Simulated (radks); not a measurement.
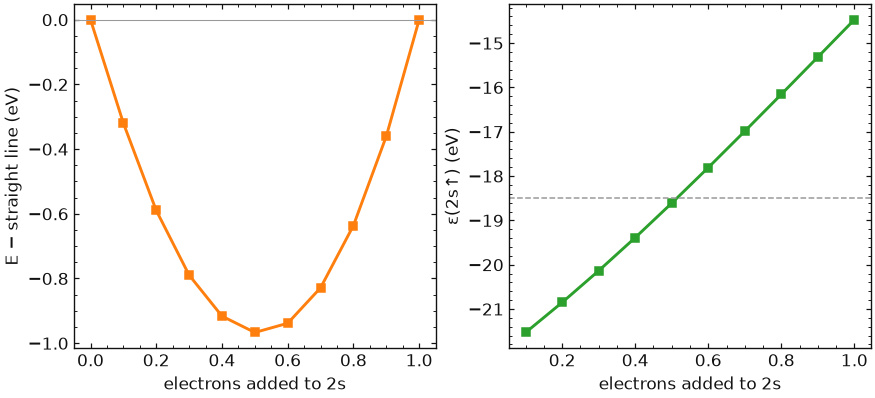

The occupation of the 2s shell is varied from Be²⁺ (1s2) to Be⁺ ([He] 2s1 (high spin)), with spherical fractional occupations. The plot shows the total energy less the straight line between the end points, and the eigenvalue of 2s↑ (the dashed line is minus the energy to take the whole electron out). The values are computed.

> Was this Hartree-Fock or a semilocal functional, and how does the plot tell?

It was a semilocal functional (LDA, GGA or meta-GGA): non-relativistic Kohn-Sham, PBE, spin-polarised, spherical densities, point nucleus, computed with the in-house radial solver radks. The curve is convex (below the straight line), with the largest deviation among the points computed, −0.97 eV, at 0.5. The end points differ by 18.5 eV, the energy to take the electron out. The eigenvalue, which is the slope of the energy (Janak's theorem), moves from −21.5 eV at 0.1 to −14.5 eV at 1; for a straight line it would stay constant, and a parabola would sag by an eighth of this change, scaled to a whole electron, 0.98 eV. Convexity is the delocalisation error: fractional charges are too low in energy. For an s shell Hartree-Fock would as a rule bend the other way.
